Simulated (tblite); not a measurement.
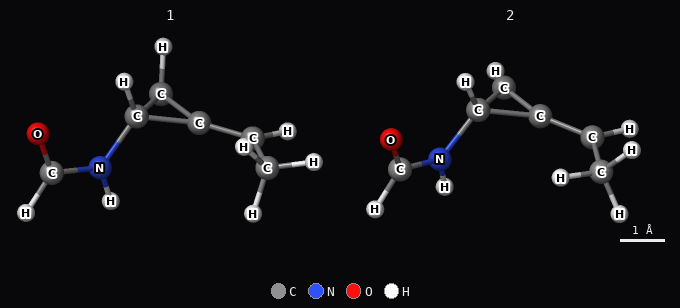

Two geometries of C6H8NO (multiplicity 2), drawn at one scale. One is the start of a relaxation, the other its converged end. Style: ball-and-stick. Shown from a free direction.

All numbers below come from tblite 0.8.0, GFN2-xTB geometry optimisation, gas phase. 

**Which of the two is the end point?**

Structure 2 is the relaxed one. An H atom moves most after the best rigid fit: 0.99 Å. By element the largest moves are H 0.99 Å, O 0.43 Å, C 0.25 Å, N 0.20 Å. Near-neighbour distances that change, for instance: C–C 1.515 → 1.359 Å, C–N 1.424 → 1.344 Å, C–O 1.270 → 1.206 Å, C–C 1.529 → 1.475 Å. Bond angles that change, for instance: C–C–H 115.6° → 148.9°, C–C–H 112.5° → 145.4°, C–C–C 154.8° → 145.0°. Groups turn about C–C by about 40°. After 107 geometry steps the energy has fallen by 120.0 kJ/mol. The run took 0.48 s on 1 thread of Arm Neoverse V2 (shared host).
